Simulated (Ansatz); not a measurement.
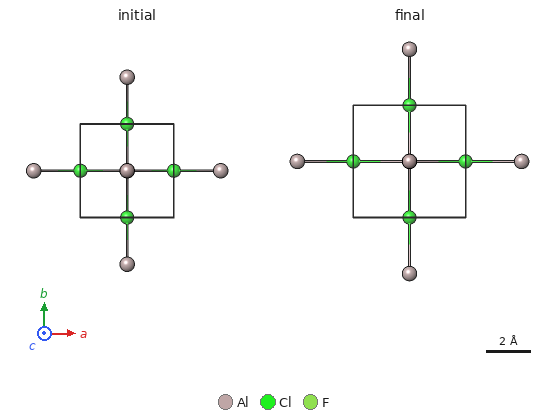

The structure of solid Al2Cl2F (a generated structure, set up in P4/mmm) (coarse preliminary run) before (left) and after (right) a relaxation, at one scale.

The picture is a ball-and-stick view of the cell of the calculation, seen along the c axis.

Method: DFT PBE, scalar-relativistic, plane waves, PAW in Ansatz 0.2.0. Settings: plane-wave cutoff 420 eV; k-point mesh 4 × 4 × 4; occupations gaussian; smearing width 0.1 eV; no spin polarisation; cell and atoms relaxed; force threshold 0.04 eV/Å; at most 70 steps.

**Summarise the run.**

The energy falls by 702 meV per atom in 8 accepted moves (10 points after the start). The largest force component goes from 7.6 to 0.0067 eV/Å. The pressure goes from 21.66 to 0.03 GPa. At 2 points the geometry stayed and the basis and grid were re-selected for the new cell (energy shift of 52.3 meV per atom at most each time). The largest moves relative to the cell, 0.22 Å, are those of Al atoms. Cl and F stay in place. The drawn cell changes as follows: a = b 4.275 → 5.127 Å (+19.9 %), c 5.782 → 6.253 Å (+8.1 %); the volume changes by +55.5 %. Some distances before and after: Al–F 1.541 → 1.886 Å, Al–Cl 2.529 → 2.848 Å, Al–Al 2.701 → 2.481 Å. The space group stays P4/mmm (No. 123). The run took 47 s on 1 thread of Intel(R) Xeon(R) Processor @ 2.70GHz, on a shared host, peak memory 0.42 GiB.

Limits of the set-up: an odd number of electrons was run without spin polarisation, which fails if the electron would localise.
